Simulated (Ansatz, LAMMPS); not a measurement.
**Ni34Al66 (at. %) with crystalline order left by the classical run (62 atoms): support functions against a reference**

Wanted: errors and times of a linear-scaling basis for Ni34Al66 (at. %) with crystalline order left by the classical run (62 atoms). A setting counts as converged where the r.m.s. difference of forces stays under 1 % of the r.m.s. force.

Program: Ansatz 0.2.0. Level of theory: Kohn-Sham DFT, PBE, PAW (set soft_2), plane waves. Results are calculated unless marked as measured.

### Step 1. The structure

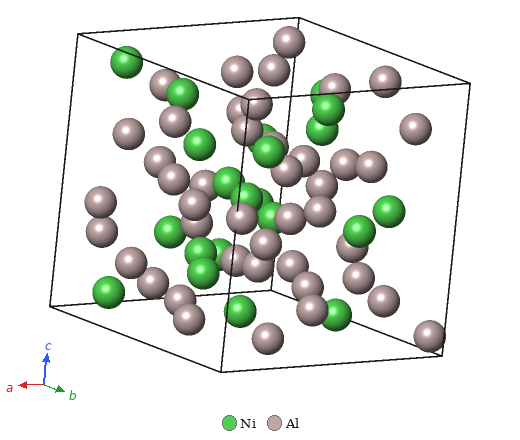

Start, viewed from a free direction; nickel green, aluminium light grey. Some periodic images of atoms are drawn too.

The cell holds 62 atoms: 21 Ni and 41 Al. Its edges and angles: a = 9.624 Å, b = 9.624 Å, c = 9.624 Å, α = 90.0°, β = 90.0°, γ = 90.0°. 62 atoms (21 Ni, 41 Al) placed at random at 3.77 g/cm³, melted at 2400 K for 10 ps at fixed volume with the EAM Ni-Al-H potential (Angelo, Moody and Baskes, Modell. Simul. Mater. Sci. Eng. 3, 289 (1995)). Quenched from 2400 K to 300 K at 5 K/ps and zero pressure, held 5 ps.

Before any run, some limits are plain. The quench rate of 5 K/ps far exceeds what a furnace or splat quench reaches, so expect more defects and frozen-in strain than in a real sample. The network of bonds at the start is that of the classical potential that made the cell, and needn't be the one that DFT or experiment would give.

### Step 2. How the cell was made

A classical potential supplies the starting structure, since it reaches far longer times than DFT.

This step: classical MD, EAM Ni-Al-H potential (Angelo, Moody and Baskes, Modell. Simul. Mater. Sci. Eng. 3, 289 (1995)) (LAMMPS 22 Jul 2025 - Update 4).

in.lmp reads:

```
# melt-quench of Ni21Al41
units metal
atom_style atomic
boundary p p p
region box block 0 10.1022 0 10.1022 0 10.1022
create_box 2 box
mass 1 58.6934   # Ni
mass 2 26.9815   # Al
create_atoms 1 random 21 825176 NULL overlap 1.84 maxtry 2000
create_atoms 2 random 41 825183 NULL overlap 1.84 maxtry 2000
pair_style eam/alloy
pair_coeff * * NiAlH_jea.eam.alloy Ni Al
neigh_modify delay 0 every 1 check yes
thermo_style custom step time temp pe press density
thermo_modify norm yes
timestep 0.002
thermo 100
min_style cg
minimize 1e-4 1e-4 200 2000
reset_timestep 0
velocity all create 2400 825177 mom yes dist gaussian
fix lim all nve/limit 0.05
fix lan all langevin 2400 2400 0.2 825178 zero yes
thermo 500
run 1000 post no
unfix lim
unfix lan
thermo 833
fix md all nvt temp 2400 2400 0.2
run 5000 post no
unfix md
thermo 21000
fix md all npt temp 2400 300 0.2 iso 0 0 2
run 210000 post no
unfix md
thermo 1250
fix md all npt temp 300 300 0.2 iso 0 0 2
run 2500 post no
unfix md
write_dump all custom glass.dump id type xs ys zs modify sort id
```

Command:

```console
$ lmp -in in.lmp -log none -nocite
```

Numbers of over 12 decimals in the logs are rounded to 6 here.

The log of the run:

```text
LAMMPS (22 Jul 2025 - Update 4)
Created orthogonal box = (0 0 0) to (10.1022 10.1022 10.1022)
Created 21 atoms
Created 41 atoms
   Step          Time           Temp          PotEng         Press         Density
         0   0              0             -2.4651859      294810.14      3.7675873
        64   0.128          0             -3.8751713     -72010.244      3.7675873
Loop time of 0.00864402 s on 1 MPI rank(s) for 64 steps with 62 atoms
Minimization stats:
  Stopping criterion = energy tolerance
  Energy initial, next-to-last, final =
     -2.46518587864707  -3.87485127540386  -3.87517131280375
  Force two-norm initial, final = 53.20606 0.40542469
  Iterations, force evaluations = 64 93
   Step          Time           Temp          PotEng         Press         Density
         0   0              2400          -3.8751713     -52404.789      3.7675873
       500   1              2255.3909     -3.6442077      22.837107      3.7675873
[... 5 lines left out ...]
      2499   4.998          1931.8574     -3.5672157      7647.4351      3.7675873
      3332   6.664          2776.5743     -3.6703032      3382.2002      3.7675873
      4165   8.33           3192.8968     -3.6200234      17329.371      3.7675873
      4998   9.996          2395.3615     -3.5974864      17340.05       3.7675873
      5831   11.662         2375.4436     -3.5618756      15975.121      3.7675873
[... 1 line left out ...]
Loop time of 0.378672 s on 1 MPI rank(s) for 5000 steps with 62 atoms
   Step          Time           Temp          PotEng         Press         Density
[... 12 lines left out ...]
Loop time of 17.086 s on 1 MPI rank(s) for 210000 steps with 62 atoms
   Step          Time           Temp          PotEng         Press         Density
    216000   432            313.78666     -3.9628845      4413.2191      4.4572917
    216250   432.5          276.383       -3.9724491     -5018.0725      4.4338885
    217500   435            303.77371     -3.9720526      5580.4863      4.448662
    218500   437            322.13093     -3.9613296     -2498.7165      4.3575853
Loop time of 0.192151 s on 1 MPI rank(s) for 2500 steps with 62 atoms
```

Run time: 18 s. Hardware: 1 thread of Arm Neoverse V1, shared host; peak memory 0.071 GiB.

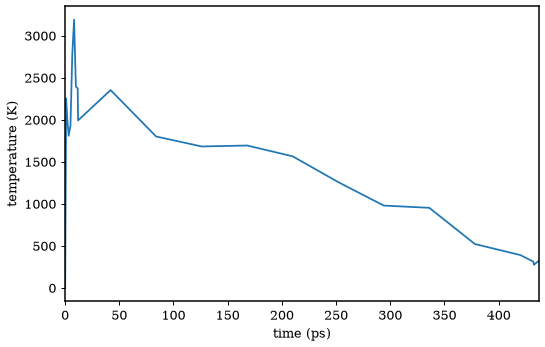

Temperature against time.

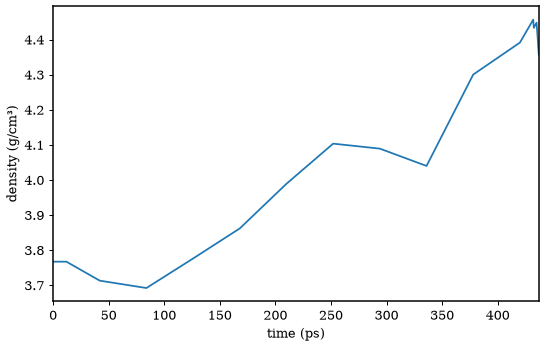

Density against time.

### Step 3. Plane-wave single point

This run is the reference for what follows, at a cutoff of 420 eV.

input.yaml reads:

```yaml
crystal:
  lattice:
    - [9.62399, 0.0, 0.0]
    - [0.0, 9.62399, 0.0]
    - [0.0, 0.0, 9.62399]
  atoms:
    - { symbol: Ni, position: [0.46564, 0.27496, 0.48729], spin: 0.6 }
    - { symbol: Ni, position: [0.31533, 0.07737, 0.16826], spin: 0.6 }
    - { symbol: Ni, position: [0.8782, 0.9919, 0.79913], spin: 0.6 }
    - { symbol: Ni, position: [0.59545, 0.13553, 0.2819], spin: 0.6 }
    - { symbol: Ni, position: [0.42186, 0.71562, 0.78754], spin: 0.6 }
    - { symbol: Ni, position: [0.74993, 0.01424, 0.04032], spin: 0.6 }
    - { symbol: Ni, position: [0.24198, 0.26956, 0.34377], spin: 0.6 }
    - { symbol: Ni, position: [0.54352, 0.8897, 0.90985], spin: 0.6 }
    - { symbol: Ni, position: [0.09764, 0.32024, 0.79895], spin: 0.6 }
    - { symbol: Ni, position: [0.91421, 0.18488, 0.93512], spin: 0.6 }
    - { symbol: Ni, position: [0.12056, 0.02314, 0.329], spin: 0.6 }
    - { symbol: Ni, position: [0.77634, 0.79713, 0.16112], spin: 0.6 }
    - { symbol: Ni, position: [0.13436, 0.62929, 0.37601], spin: 0.6 }
    - { symbol: Ni, position: [0.64781, 0.61049, 0.52167], spin: 0.6 }
    - { symbol: Ni, position: [0.98396, 0.82367, 0.32033], spin: 0.6 }
    - { symbol: Ni, position: [0.84104, 0.62148, 0.33616], spin: 0.6 }
    - { symbol: Ni, position: [0.03106, 0.41566, 0.01177], spin: 0.6 }
    - { symbol: Ni, position: [0.19228, 0.85562, 0.5063], spin: 0.6 }
    - { symbol: Ni, position: [0.19771, 0.11029, 0.58968], spin: 0.6 }
    - { symbol: Ni, position: [0.65781, 0.32668, 0.65224], spin: 0.6 }
    - { symbol: Ni, position: [0.80519, 0.3837, 0.85956], spin: 0.6 }
    - { symbol: Al, position: [0.58613, 0.6369, 0.27623] }
    - { symbol: Al, position: [0.44912, 0.78442, 0.50529] }
    - { symbol: Al, position: [0.90302, 0.22464, 0.68126] }
    - { symbol: Al, position: [0.0705, 0.19438, 0.13922] }
    - { symbol: Al, position: [0.76415, 0.27555, 0.13828] }
    - { symbol: Al, position: [0.27079, 0.82045, 0.25809] }
    - { symbol: Al, position: [0.95913, 0.98033, 0.55672] }
    - { symbol: Al, position: [0.65918, 0.58766, 0.76742] }
    - { symbol: Al, position: [0.96915, 0.55983, 0.81143] }
    - { symbol: Al, position: [0.15695, 0.08357, 0.83616] }
    - { symbol: Al, position: [0.86108, 0.45244, 0.56743] }
    - { symbol: Al, position: [0.79174, 0.53314, 0.06932] }
    - { symbol: Al, position: [0.25121, 0.55297, 0.88505] }
    - { symbol: Al, position: [0.37437, 0.95507, 0.70513] }
    - { symbol: Al, position: [0.37103, 0.52577, 0.41084] }
    - { symbol: Al, position: [0.68665, 0.13625, 0.82622] }
    - { symbol: Al, position: [0.27502, 0.544, 0.15782] }
    - { symbol: Al, position: [0.95571, 0.70131, 0.53967] }
    - { symbol: Al, position: [0.44655, 0.47731, 0.66676] }
    - { symbol: Al, position: [0.08408, 0.82363, 0.79499] }
    - { symbol: Al, position: [0.99941, 0.43149, 0.26406] }
    - { symbol: Al, position: [0.22879, 0.63183, 0.62655] }
    - { symbol: Al, position: [0.26665, 0.28685, 0.99445] }
    - { symbol: Al, position: [0.68713, 0.39194, 0.38125] }
    - { symbol: Al, position: [0.00088, 0.22693, 0.4369] }
    - { symbol: Al, position: [0.5322, 0.90149, 0.17604] }
    - { symbol: Al, position: [0.37946, 0.03883, 0.41473] }
    - { symbol: Al, position: [0.83698, 0.04852, 0.27675] }
    - { symbol: Al, position: [0.52964, 0.66436, 0.01435] }
    - { symbol: Al, position: [0.01199, 0.93448, 0.05748] }
    - { symbol: Al, position: [0.78798, 0.78392, 0.9177] }
    - { symbol: Al, position: [0.65559, 0.82931, 0.67663] }
    - { symbol: Al, position: [0.2951, 0.88658, 0.99582] }
    - { symbol: Al, position: [0.38985, 0.21749, 0.73108] }
    - { symbol: Al, position: [0.54914, 0.36077, 0.92068] }
    - { symbol: Al, position: [0.71945, 0.83296, 0.41184] }
    - { symbol: Al, position: [0.20795, 0.36658, 0.57479] }
    - { symbol: Al, position: [0.44004, 0.33082, 0.21478] }
    - { symbol: Al, position: [0.64173, 0.09348, 0.53104] }
    - { symbol: Al, position: [0.51432, 0.13039, 0.02423] }
    - { symbol: Al, position: [0.01964, 0.66474, 0.12155] }
magnetization:
  spin_polarized: true
kpoints:
  mp_grid: { grid: [2, 2, 2] }
hamiltonian:
  xc: pbe
scf:
  occupations: { method: methfessel_paxton, width: 0.15 }
  lower_state_search: "off"
output:
  forces: true
  stress: true
  populations: true
  dos:
    method: { smearing: { sigma: 0.08 } }
    de: 0.1
    projected: { site_lists: { Al: [Al], Ni: [Ni] } }
  eigenvalues: true
  write_density: true
  write_potential: true
  volumetric_format: npy
```

Command:

```console
$ ansatz run input.yaml --threads 4 --pin off --max-ram 8192MiB --backend cpu --events-out ev --progress --plain --runs-dir out
```

The log of the run:

```text
Engine: ansatz 0.2.0, aarch64-unknown-linux-gnu
Pseudopotentials: kind: paw
Pseudopotential: Ni, paw, valence charge 18, recommended cutoff 420 eV (normal), Ni.paw.azcp
Pseudopotential: Al, paw, valence charge 3, recommended cutoff 420 eV (normal), Al.paw.azcp
Functional definition: PBE
  parameter kappa = 0.804
  parameter beta = 0.066725
  exchange = pbe_x(kappa = kappa, mu = beta*pi^2/3)
  correlation = pbe_c(beta = beta)
Crystal: 62 atoms, lattice volume = 891.385 Å³
Basis set: ecut = 420 eV, 17365 PW (Γ), exchange–correlation on 144×144×144 points (8 copies of the dense FFT grid, shifted against one another)
Bands: 319, of which v1, the nominal top of the filled ones, is band 251 counted from 1 (250 counted from 0)
Symmetry: 1 space group operations
Space group: P1 (ITA 1), of the structure as read, at distance tolerance 9.6e-5 Å
Magnetic group: BNS 1.1 (UNI 1), of the structure as read, at distance tolerance 9.6e-5 Å
k-points: 8
Non-local potential: Ni, projectors of the file, l = 0: 3, l = 1: 2, l = 2: 3, l = 3: 1
Non-local potential: Al, projectors of the file, l = 0: 2, l = 1: 2, l = 2: 1
PAW form: soft (Blöchl's): semilocal exchange-correlation on the pseudo side does not see the compensation charge
PAW one-centre angular grid: Ni, 590 points (default); XC on 64 Gauss nodes
PAW one-centre angular grid: Al, 110 points (default); XC on 64 Gauss nodes
Initial density: superposition of atomic densities (chi_scale 0.1, normalization cell)
Starting moments: Σ|m| = 12.6 μB on 21 of 62 sites
Initial wavefunctions: pseudopotential atomic-orbital guess
Functional: x = pbe(κ = 0.804, μ = 0.219515), c = pbe(β = 0.066725)
SCF iter   1: F=—  HF=-144712.895242 eV  |F-HF|=—  |Δ(HF+E_count)|=         —  Δρ=1.01e-1 (↑3.52e-2 ↓1.01e-1)  dr2=2.21e2  dr2_m=9.80e0  M=1.464 μB ∫|m|=2.387 μB  β_m=0.30  ethr=3.10e-3  ⟨swp⟩=6.9  Hψ=21557  notcnv=0  defer=58
preconditioner: auto → Kerker (q_TF=auto, 2.478 Å⁻¹)  [metal: Δε(μ)=0.013 eV  Ē_g=6.965 eV  σ=0.150 eV  W_gap=0.07  n_scr=250 (ndim 8)  ℏωp=22.7 eV  f_vac=0.000  D(μ)=22.74/eV (n_scr^D=146)]
spin=Collinear: Kerker preconditioning applied to the charge; magnetization (m = ρ↑ − ρ↓) channel mixes plain (no charge-response kernel on spin).
SCF iter   2: F=—  HF=-144697.332565 eV  |F-HF|=—  |Δ(HF+E_count)|=    1.56e1  S|Δr|=    0.00e0  Δρ=4.98e-2 (↑4.98e-2 ↓2.06e-2)  dr2=3.09e1  dr2_m=3.43e0  M=2.343 μB ∫|m|=3.571 μB  β_m=0.30  ethr=3.10e-3  ⟨swp⟩=3.0  Hψ=10002  notcnv=0  defer=819
SCF iter   3: F=—  HF=-144692.700898 eV  |F-HF|=—  |Δ(HF+E_count)|=    4.63e0  S|Δr|=    0.00e0  Δρ=3.58e-2 (↑1.27e-2 ↓3.58e-2)  dr2=4.03e1  dr2_m=2.81e0  M=1.328 μB ∫|m|=2.392 μB  β_m=0.30  ethr=3.10e-3  ⟨swp⟩=2.4  Hψ=8228  notcnv=0  defer=813
SCF iter   4: F=—  HF=-144687.781181 eV  |F-HF|=—  |Δ(HF+E_count)|=    4.92e0  S|Δr|=    0.00e0  Δρ=4.42e-2 (↑4.42e-2 ↓3.26e-2)  dr2=4.99e1  dr2_m=9.19e-1  M=2.139 μB ∫|m|=3.243 μB  β_m=0.30  ethr=3.10e-3  ⟨swp⟩=4.6  Hψ=8249  notcnv=0  defer=815
SCF iter   5: F=—  HF=-144686.438221 eV  |F-HF|=—  |Δ(HF+E_count)|=    1.34e0  S|Δr|=    0.00e0  Δρ=2.83e-2 (↑2.83e-2 ↓1.07e-2)  dr2=1.18e1  dr2_m=7.57e-1  M=1.503 μB ∫|m|=2.518 μB  β_m=0.30  ethr=3.10e-3  ⟨swp⟩=2.3  Hψ=6052  notcnv=0  defer=806
SCF iter   6: F=—  HF=-144686.000989 eV  |F-HF|=—  |Δ(HF+E_count)|=   4.37e-1  S|Δr|=    0.00e0  Δρ=1.61e-2 (↑1.61e-2 ↓3.57e-3)  dr2=2.08e0  dr2_m=5.92e-1  M=1.121 μB ∫|m|=2.010 μB  β_m=0.30  ethr=2.36e-3  ⟨swp⟩=2.0  Hψ=4476  notcnv=0  defer=806
SCF iter   7: F=—  HF=-144685.964740 eV  |F-HF|=—  |Δ(HF+E_count)|=   3.62e-2  S|Δr|=    0.00e0  Δρ=1.02e-2 (↑1.02e-2 ↓4.96e-3)  dr2=4.53e-1  dr2_m=4.10e-1  M=0.885 μB ∫|m|=1.689 μB  β_m=0.30  ethr=4.15e-4  ⟨swp⟩=1.2  Hψ=5003  notcnv=0  defer=806
[...]
SCF iter  33: F=-144685.980191 eV  HF=-144685.980191 eV  |F-HF|=1.75e-10  |Δ(HF+E_count)|=  6.69e-10  S|Δr|=    0.00e0  Δρ=4.39e-7 (↑3.58e-7 ↓4.39e-7)  dr2=1.17e-9  dr2_m=7.52e-10  M=-0.000 μB ∫|m|=0.000 μB  β_m=0.40  ethr=1.00e-12  ⟨swp⟩=4.1  Hψ=22440  notcnv=0
SCF iter  34: F=-144685.980191 eV  HF=-144685.980191 eV  |F-HF|=1.34e-8  |Δ(HF+E_count)|=   2.50e-9  S|Δr|=    0.00e0  Δρ=7.16e-7 (↑7.15e-7 ↓7.16e-7)  dr2=1.41e-8  dr2_m=2.01e-10  M=-0.000 μB ∫|m|=0.000 μB  ethr=1.00e-12  ⟨swp⟩=5.0  Hψ=24545  notcnv=0
WARN: the starting moments were not kept: the SCF closed with an absolute magnetisation of 4.5e-5 μB, where they sum to 12.6 μB in size (21 sites). That is at most 0.1 of that sum. Measured as dr2_m measures the in/out step, that magnetisation stands 1.6e-10 eV from none, [...]
SCF 1 converged in 34 iterations: F = -144685.980191 eV  dr2 = 1.41e-8
[...]
this state was not tested for a lower state beside it, because cold or Methfessel-Paxton smearing, or corrected tetrahedra, fill the levels in a way that the test cannot read (fill_not_monotonic; see scf.lower_state_search)
SCF converged after 34 iterations
Magnetization: -0.0000 μB (250.5000 up, 250.5000 down)
Absolute magnetization: 0.0000 μB (∫|ρ↑−ρ↓|, with the PAW one-centre terms)
Spin contamination: 0.0000 ħ² per cell (⟨S²⟩ above its minimum at these occupations)
Per-site moments (μB) at R_I (Å): [(-1.7873133834637628e-7, 1.018777), (-9.139592678011896e-7, 0.997643), (-1.0182837807304442e-6, 0.948060), (3.2447455355894867e-7, 1.019375), (-1.9148694798918593e-7, 0.972946), [...]
Free energy (F): -144685.980191 eV
Harris-Foulkes:  -144685.980191 eV  (|F-HF|=1.34e-8)
Internal energy: -144685.993564 eV  (E = F + TS)
E sigma→0 (E₀):  -144685.983534 eV
Entropy (-TS):   0.013373 eV (0.216 meV/atom)
Fermi energy:    10.720610 eV
Step filling:    the computed levels leave a gap of 0.0054 eV = 0.0 smearing widths at the electron count; against every level under it full and every level over it empty, smearing changes F+E_penalty+E_count by +1.354 meV and its σ→0 estimate by -1.989 meV
--- Per-component energies (eV) ---
  E_band       = -8096.065717
  E_kinetic    = 6936.211036
  E_local      = -125067.518112  (includes V_loc(G=0)·N_el)
  E_nonlocal   = 13807.138844
  E_hartree    = 55509.536072
  E_xc         = -3423.624983
  E_vxc        = -3501.684538  (∫ρ·V_xc dr)
  E_paw        = -53443.881623  (= ΣΔE_a)
  E_vpaw       = -11289.312173  (= ΣTr[D̂ρ^β])
  E_aug_tail   = 0.010519  (compensation charges beyond the density's cutoff)
  E_ewald      = -39003.865318
  E_smearing   = 0.013373  (= −TS)
  E_closure    = 0.000000  (closes the sum)
  Σ components = -144685.980191   (vs F -144685.980191, Δ=0.00e0)
--- Forces (eV/Å), atoms counted from 1 ---
  atom   1  Ni    -0.45462979     0.43300299    -0.26312565
  atom   2  Ni     0.24908191     0.17562325    -0.47728154
  atom   3  Ni     0.50999520    -1.65957706    -0.53790365
  atom   4  Ni     0.01907518     0.28433457    -0.14520969
  atom   5  Ni    -0.39107359    -0.65957580    -0.54858443
  atom   6  Ni    -0.58240049     0.40989310    -0.00676403
  atom   7  Ni    -0.84031313     0.05681381     0.24999114
  atom   8  Ni     0.42321013     1.05722621     0.07400500
  atom   9  Ni     1.03676269     0.29036511    -0.61670358
  atom  10  Ni     1.51443688    -0.26516866     1.32311821
  atom  11  Ni    -0.44811212     1.24302919    -0.15822331
  atom  12  Ni    -0.16180225    -0.80564838     0.18326948
  atom  13  Ni     0.72319415    -0.75110120    -0.56500763
  atom  14  Ni    -0.53316005     0.00793517     0.07267164
[...]
atom  61  Al    -0.63707616    -1.08123504     0.55236611
  atom  62  Al     0.33916705     0.39375921     0.19255417
  max |Σ_I F_I| component: 9.04e-6 eV/Å
--- Stress (GPa, compression-positive) ---
       -3.025959       0.999990       0.616444
        0.999990       2.508579      -0.837540
        0.616444      -0.837540      -0.098487
  P = ⅓ Tr σ = -0.2053 GPa (-2.053 kbar)
--- Band table (eV; the first three rows and the last of 16) ---
  k-point 0 ↑: bands = ["-92.8714", "-92.7656", "-92.7317", "-92.7078", [... 303 levels ...], "15.2838", "15.3397", "15.3593", "15.4286", "15.5486", "15.5932", "15.6906", "15.7484", "15.8165", "15.8354", "15.8768", "15.9285"]
[...]
--- Löwdin populations: 62 sites ---
  site symbol       q [e]    m [muB]
     0     Ni     17.5238    -0.0000
     1     Ni     17.5194    -0.0000
     2     Ni     17.5644    -0.0000
[...]
61     Al      3.1457     0.0000
  spilling = 0.008926 (of n_electrons = 501.000000)
```

Run time: 7.1 min. Hardware: 4 threads of Arm Neoverse V1, shared host; peak memory 6.4 GiB; 28 min of CPU time.

In the SCF lines HF is the Harris–Foulkes energy and dr2 the Hartree energy of the density residual, in eV; the loop may stop once dr2 is under the threshold and the program's other checks hold. Hψ counts applications of the Hamiltonian.

The program notes that starting moments were not kept and the stability of the SCF solution was not settled.

The run gave:

```
free energy                             : -144685.9802 eV
free energy per atom                    : -2333.6448 eV/atom
SCF cycles                              : 34
pressure                                : -0.2053 GPa
r.m.s. force component                  : 0.5836 eV/Å
longest force                           : 2.028 eV/Å
Fermi energy                            : 10.72 eV
levels partly filled by over 2 per cent : 44
spilling of the projection              : 0.008926
```

The r.m.s. force component of 0.58 eV/Å sets the scale for the differences below.

[end of part 1 of 4]

[Logs are printed without paths, hosts, clocks, repeated set-up lines and the standing remarks that a program may print on its own settings, such as how far it seeks lower states.]

[Hosts, paths, dates, database ids (printed as entryN), source tags and the programs' standing remarks are cut or masked in the printed files.]
